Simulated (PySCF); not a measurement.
# C₅H₁₀BP: reorganisation energies

Wanted: reorganisation energies for C₅H₁₀BP (`[BH3-][P@H+]1C(C)=C1C=C`).

Computed with PySCF 2.14.0 and routines of our own; the level stands in each step. Atoms count from 0.

## 1. The system as given

17 atoms, charge 0, multiplicity 1; geometry from: GFN2-xTB.

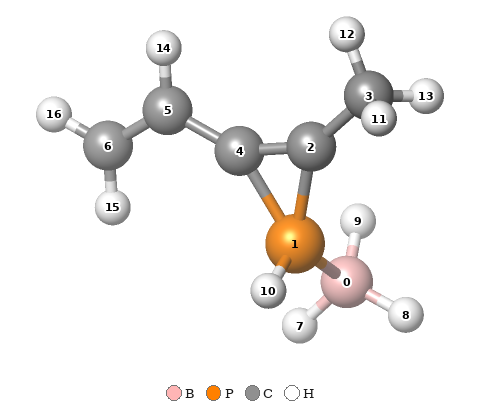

The starting geometry (boron pink, phosphorus orange, carbon grey, hydrogen white).

## 2. Geometry optimisation at BHandHLYP/6-31G*

What the job is given:

```
{"job": {"xc": "BHandHLYP", "basis": "6-31G*", "grid": 1, "kind": "geom"}, "charge": 0, "multiplicity": 1}
B     -1.837985     0.820467    -1.764637
P     -0.609724     1.042228    -0.268434
C     -0.368263    -0.146855     1.090397
C     -0.982094    -0.776589     2.266846
C      0.681077    -0.125507     0.272924
C      1.946056    -0.687875    -0.061022
C      2.661255    -0.266704    -1.100740
H     -1.331138     1.394612    -2.673225
H     -2.859086     1.311121    -1.404625
H     -1.870426    -0.363074    -1.886014
H     -0.200473     2.261721     0.317662
H     -1.082379    -0.048259     3.072634
H     -0.379540    -1.614564     2.615798
H     -1.982827    -1.130303     2.018208
H      2.297880    -1.488254     0.579555
H      2.297660     0.529427    -1.730957
H      3.613010    -0.699560    -1.354281
```

The run is started by

```console
> OMP_NUM_THREADS=1 python excited_run.py task.json out
```

This one command runs all jobs of the session in turn.

The program printed:

```text
step   0  E = -562.47537302  max force = 0.041437
step   1  E = -562.47896186  max force = 0.006712
step   2  E = -562.47928878  max force = 0.003151
step   3  E = -562.47925455  max force = 0.002843
step   4  E = -562.47936137  max force = 0.000903
step   5  E = -562.47936992  max force = 0.000838
step   6  E = -562.47938018  max force = 0.000529
step   7  E = -562.47938766  max force = 0.000331
optimisation converged
```

Wall time 46 s (1 thread of Arm Neoverse V2, shared host); peak memory 0.6 GiB.

Step by step:

```tsv
step	energy from step 0 (eV)	largest force component (eV/Å)
0	0.0000	2.1308
1	-0.0977	0.3451
2	-0.1066	0.1620
3	-0.1056	0.1462
4	-0.1085	0.0464
5	-0.1088	0.0431
6	-0.1090	0.0272
7	-0.1092	0.0170
```

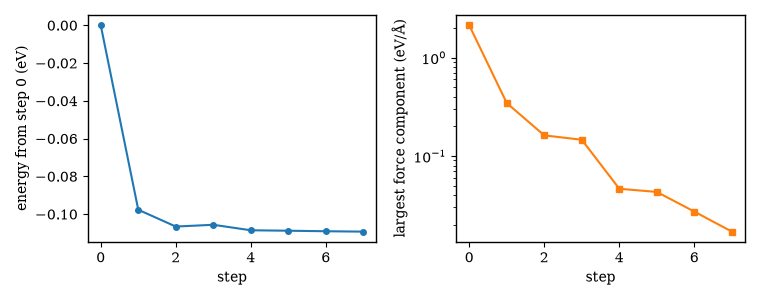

Energy and force, step by step.

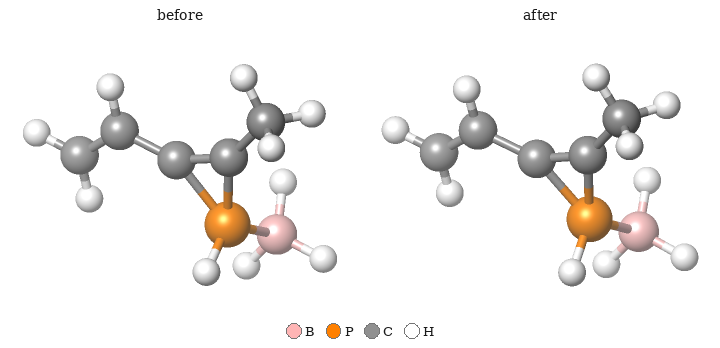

Before and after, at one scale.

Distances of close pairs at the start and the end, largest changes first:

```tsv
bond	before (Å)	after (Å)	change (Å)
P1–C4	1.823	1.782	-0.041
P1–C2	1.822	1.782	-0.040
C4–C5	1.424	1.443	+0.019
C2–C4	1.330	1.312	-0.018
B0–H7	1.188	1.205	+0.016
B0–H8	1.189	1.204	+0.016
B0–H9	1.190	1.202	+0.011
C2–C3	1.469	1.479	+0.010
```

The end geometry stands in the next job.

```tsv
at the end point	value
point group (found at 0.08 Å tolerance)	C1
rotational constants (GHz, main isotopes)	2.357, 1.787, 1.104
dipole moment (D)	5.74
```

## 3. Relaxation after adding or removing an electron (C₅H₁₀BP+ (doublet)): UKS BHandHLYP/6-31G*

What the job is given:

```
{"job": {"kind": "ionopt", "ions": [1], "xc": "BHandHLYP", "basis": "6-31G*", "grid": 1}, "charge": 1, "multiplicity": 2}
B     -1.891481     0.801863    -1.778223
P     -0.662653     0.968874    -0.267852
C     -0.359024    -0.146696     1.088315
C     -0.901004    -0.779028     2.310075
C      0.657142    -0.106518     0.259290
C      1.961836    -0.642324    -0.044450
C      2.658131    -0.281233    -1.115406
H     -1.344672     1.416676    -2.657898
H     -2.899908     1.327957    -1.382220
H     -1.982625    -0.380680    -1.970579
H     -0.358839     2.274538     0.161416
H     -1.057755    -0.034147     3.087181
H     -0.225618    -1.540643     2.689760
H     -1.864403    -1.237595     2.101487
H      2.358887    -1.369853     0.648513
H      2.273069     0.437729    -1.820643
H      3.628809    -0.700231    -1.320387
```

Level: UKS BHandHLYP/6-31G* geometry optimisation of the ion from the geometry of its parent, gas phase.

The program printed:

```text
step       E/Eh        max force   <S^2>
  0    -562.15210514   0.073039   0.7796
  1    -562.16099034   0.012479   0.7886
  2    -562.16193194   0.003865   0.7884
  3    -562.16191335   0.005215   0.7867
  4    -562.16228462   0.002291   0.7876
  5    -562.16238057   0.002485   0.7877
  6    -562.16246059   0.002048   0.7878
  7    -562.16251093   0.001242   0.7875
  8    -562.16253926   0.000953   0.7873
  9    -562.16255356   0.000718   0.7872
 10    -562.16255731   0.000757   0.7872
 11    -562.16256170   0.000547   0.7873
 12    -562.16256550   0.000312   0.7874
optimisation converged
```

Wall time 2.2 min (1 thread of Arm Neoverse V2, shared host); peak memory 0.62 GiB.

In short:

```tsv
quantity	value
geometry moved (RMSD)	0.146 Å
⟨S²⟩	0.787
```

Bonds of the start that changed most:

```tsv
bond	start (Å)	end (Å)
B0–P1	1.954	2.079
C2–C4	1.312	1.363
C4–C5	1.443	1.401
C5–C6	1.327	1.361
C2–C3	1.479	1.464
B0–H9	1.202	1.190
```

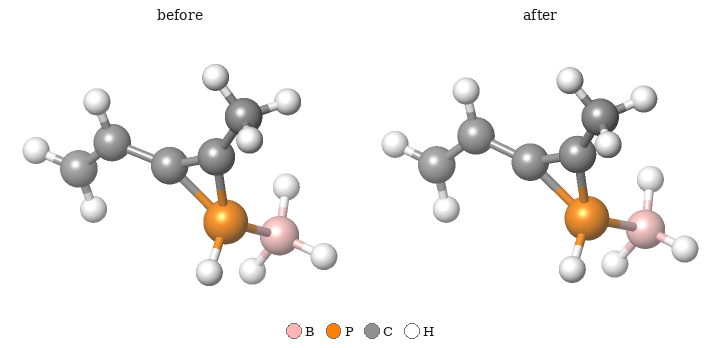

Before and after.

Mulliken spin populations:

B0 0.10; P1 0.00; C2 0.32; C3 -0.02; C4 0.11; C5 -0.07; C6 0.42; H7 0.01; H8 0.03; H9 0.00; H10 0.09; H11 0.01; H12 0.00; H13 0.03; H14 0.00; H15 -0.02; H16 -0.02

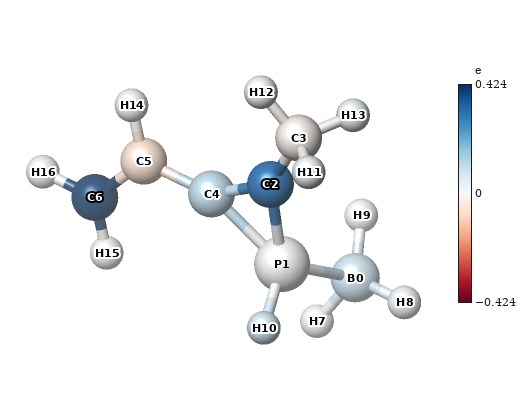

Mulliken spin populations, as colours on the atoms.

## 4. Reorganisation energies: UKS BHandHLYP/6-31G*

Settings changed since step 3:

```diff
@@ -1,2 +1,2 @@
-{"job": {"kind": "ionopt", "ions": [1], "xc": "BHandHLYP", "basis": "6-31G*", "grid": 1}, "charge": 1, "multiplicity": 2}
+{"job": {"kind": "reorg", "ions": [1, -1], "xc": "BHandHLYP", "basis": "6-31G*", "grid": 1}, "charge": 0, "multiplicity": 1}
 B     -1.891481     0.801863    -1.778223
```

With the program's defaults for keys left out, this is: UKS BHandHLYP/6-31G* four-point reorganisation energy, gas phase.

The program printed:

```text
final grid: 62216 points
cycle   1  E = -562.4271757342  dE =  1.188e+00  |g| = 3.681e-01  |ddm| = 3.755e+00
cycle   2  E = -562.4620996968  dE = -3.492e-02  |g| = 2.279e-01  |ddm| = 8.221e-01
cycle   3  E = -562.4780031103  dE = -1.590e-02  |g| = 6.686e-02  |ddm| = 3.493e-01
cycle   4  E = -562.4790169707  dE = -1.014e-03  |g| = 3.625e-02  |ddm| = 1.166e-01
cycle   5  E = -562.4793826979  dE = -3.657e-04  |g| = 3.834e-03  |ddm| = 4.465e-02
cycle   6  E = -562.4793869089  dE = -4.211e-06  |g| = 1.574e-03  |ddm| = 5.959e-03
cycle   7  E = -562.4793875873  dE = -6.784e-07  |g| = 4.743e-04  |ddm| = 2.270e-03
cycle   8  E = -562.4793876487  dE = -6.137e-08  |g| = 2.292e-04  |ddm| = 7.745e-04
cycle   9  E = -562.4793876637  dE = -1.503e-08  |g| = 4.297e-05  |ddm| = 2.976e-04
cycle  10  E = -562.4793876645  dE = -7.680e-10  |g| = 1.442e-05  |ddm| = 8.097e-05
converged SCF energy = -562.4793876645

hole transfer: vertical 8.9005 eV, relaxation of the ion converged
  adiabatic 8.6212 eV, lambda(ion) 0.2793, lambda(parent) 0.3350, total 0.6143 eV

electron transfer: vertical -0.6344 eV, relaxation of the ion skipped
```

Wall time 14 s (1 thread of Arm Neoverse V2, shared host); peak memory 0.65 GiB.

## 5. What came out

```
                                                 quantity                 value
                                              point group                    C1
                     rotational constants (main isotopes)  2.36, 1.79, 1.10 GHz
     geometry moved (RMSD) (step 3, UKS BHandHLYP/6-31G*)               0.146 Å
hole reorganisation energy (step 4, UKS BHandHLYP/6-31G*)             0.6143 eV
```

What this shows: The optimisation took 7 steps and gained 0.109 eV; among the close pairs (by a distance rule), P1–C4 changed most, from 1.823 to 1.782 Å. No frequency check was run at this level, so the end point may be a saddle. In step 3 (relaxation after adding or removing an electron), among the bonds B0–P1 changes most, from 1.954 to 2.079 Å.
